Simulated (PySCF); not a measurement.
# BCl (SMILES [B]Cl) at B3LYP/6-31G(d) (spherical functions)

Aim: the vertical ionisation energy of BCl at B3LYP/6-31G* (spherical functions), from 2 runs. 

Program for the calculation: PySCF 2.14.0.

2 further runs of the same task are left out: 2 set aside as unsound or not needed.

**1. The molecule**

BCl has 2 atoms, charge 0, and is taken as a singlet. As SMILES, `[B]Cl`. The shape is that of a PBE0-D4/def2-TZVP optimisation.

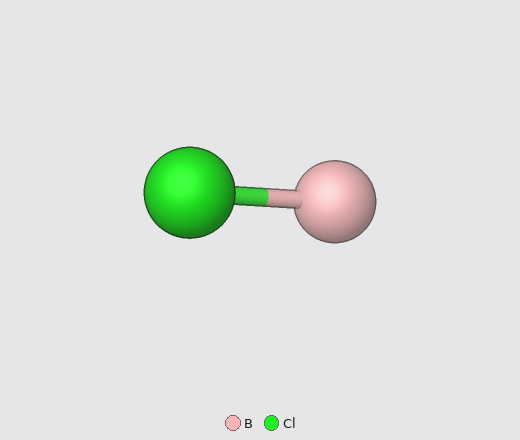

Viewed from a chosen angle; boron pink, chlorine green.

**2. A single-point energy at B3LYP/6-31G(d) (spherical functions)**

Contents of calc.py:

```python
from pyscf import gto, dft

mol = gto.M(
    atom='''
B      0.000000     0.000000    -0.131638
Cl     0.000000     0.000000     3.114628
''',
    basis='6-31g*',
    verbose=3,
    unit='bohr',
    max_memory=1860,
)

mf = dft.RKS(mol, xc='b3lyp')
mf.grids.level = 5
mf.conv_tol = 1e-10
mf.kernel()
if not mf.converged:
    mf = mf.newton().run(mf.mo_coeff, mf.mo_occ)

energy = mf.e_tot
print('E = %.10f Eh' % energy)
```

On the command line:

```sh
$ OMP_NUM_THREADS=1 python calc.py
```

Log:

```text
converged SCF energy = -484.974298897394
E = -484.9742988974 Eh
```

Wall time 2 s (1 thread of Arm Neoverse V1, shared host); peak memory 0.2 GiB.

**3. The doublet cation, same level**

Contents of input.py:

```python
from pyscf import gto, dft

system = gto.M(
    atom='B -0.000000 -0.000000 -0.069660; Cl 0.000000 0.000000 1.648190',
    max_memory=1860,
    charge=1,
    basis='6-31g*',
    verbose=4,
    spin=1,
)

mf = dft.UKS(system, xc='b3lyp')
mf.grids.level = 5
mf.conv_tol = 1e-10
mf.kernel()
if not mf.converged:
    mf = mf.newton().run(mf.mo_coeff, mf.mo_occ)

etot = mf.e_tot
print('E = %.10f Eh' % etot)
```

On the command line:

```sh
$ OMP_NUM_THREADS=1 python input.py
```

Log:

```text
PySCF version 2.14.0

[INPUT] num. atoms = 2
[INPUT] num. electrons = 21
[INPUT] charge = 1
[INPUT] spin (= nelec alpha-beta = 2S) = 1
[INPUT] symmetry False subgroup None
[INPUT] Mole.unit = angstrom
[INPUT] Symbol           X                Y                Z      unit          X                Y                Z       unit  Magmom
[INPUT]  1 B      0.000000000000   0.000000000000  -0.069660000000 AA    0.000000000000   0.000000000000  -0.131638321837 Bohr   0.0
[INPUT]  2 Cl     0.000000000000   0.000000000000   1.648190000000 AA    0.000000000000   0.000000000000   3.114627701247 Bohr   0.0

nuclear repulsion = 26.183929288471
number of shells = 14
number of NR pGTOs = 78
number of NR cGTOs = 32
basis = 6-31g*
ecp = {}

******** <class 'pyscf.dft.uks.UKS'> ********
method = UKS
initial guess = minao
damping factor = 0
level_shift factor = 0
DIIS = <class 'pyscf.scf.diis.CDIIS'>
diis_start_cycle = 1
diis_space = 8
diis_damp = 0
SCF conv_tol = 1e-10
SCF conv_tol_grad = None
SCF max_cycles = 50
direct_scf = True
direct_scf_tol = 1e-13
number electrons alpha = 11  beta = 10
XC library pyscf.dft.libxc version 7.0.0
    S. Lehtola, C. Steigemann, M. J.T. Oliveira, and M. A.L. Marques.,  SoftwareX 7, 1–5 (2018)
XC functionals = b3lyp
    P. J. Stephens, F. J. Devlin, C. F. Chabalowski, and M. J. Frisch.,  J. Phys. Chem. 98, 11623 (1994)
radial grids:
    Treutler-Ahlrichs [JCP 102, 346 (1995); DOI:10.1063/1.469408] (M4) radial grids

becke partition: Becke, JCP 88, 2547 (1988); DOI:10.1063/1.454033
pruning grids: <function nwchem_prune>
grids dens level: 5
symmetrized grids: False
atomic radii adjust function: <function treutler_atomic_radii_adjust>
small_rho_cutoff = 0
Set gradient conv threshold to 1e-05
tot grids = 86208
init E= -485.073469359206
[... the frontier-level lines of each cycle are left out ...]


cycle= 1 E= -484.54703386123  delta_E= 0.526  |g|= 0.247  |ddm|= 1.08
cycle= 2 E= -484.328950367104  delta_E= 0.218  |g|= 0.664  |ddm|=    1
cycle= 3 E= -484.606820336299  delta_E= -0.278  |g|= 0.0413  |ddm|= 0.625
cycle= 4 E= -484.607926608256  delta_E= -0.00111  |g|= 0.0135  |ddm|= 0.0736
cycle= 5 E= -484.608059626748  delta_E= -0.000133  |g|= 0.00198  |ddm|= 0.0179
cycle= 6 E= -484.608066734042  delta_E= -7.11e-06  |g|= 0.000569  |ddm|= 0.00555
cycle= 7 E= -484.608067669424  delta_E= -9.35e-07  |g|= 0.000232  |ddm|= 0.00209
cycle= 8 E= -484.608067793077  delta_E= -1.24e-07  |g|= 2.92e-05  |ddm|= 0.000856
cycle= 9 E= -484.608067795884  delta_E= -2.81e-09  |g|= 5.46e-06  |ddm|= 0.000136
cycle= 10 E= -484.608067795951  delta_E= -6.71e-11  |g|= 1.89e-06  |ddm|= 1.94e-05
Extra cycle  E= -484.608067795946  delta_E= 4.55e-12  |g|= 3.34e-06  |ddm|= 6.18e-06
converged SCF energy = -484.608067795946  <S^2> = 0.75607777  2S+1 = 2.0060686
E = -484.6080677959 Eh
```

Wall time 3.6 s (1 thread of Arm Neoverse V1, shared host); peak memory 0.21 GiB.

**4. Results**

Level: B3LYP/6-31G* (spherical functions).

```
                                          quantity          value
                         singlet BCl: total energy  -484.97430 Eh
                        singlet BCl: dipole moment         1.20 D
                          singlet BCl: HOMO energy       -6.95 eV
                          singlet BCl: LUMO energy       -1.70 eV
                        singlet BCl: HOMO–LUMO gap        5.26 eV
                      doublet cation: total energy  -484.60807 Eh
doublet cation: HOMO energy (highest over α and β)      -17.46 eV
 doublet cation: LUMO energy (lowest over α and β)      -12.65 eV
                              doublet cation: ⟨S²⟩          0.756
vertical ionisation energy (to the doublet cation)       9.966 eV
```

What this shows: Removing an electron at fixed nuclei costs 9.97 eV (230 kcal/mol). −ε(HOMO) before ionisation, 6.95 eV, is 3.01 eV below this ionisation energy.
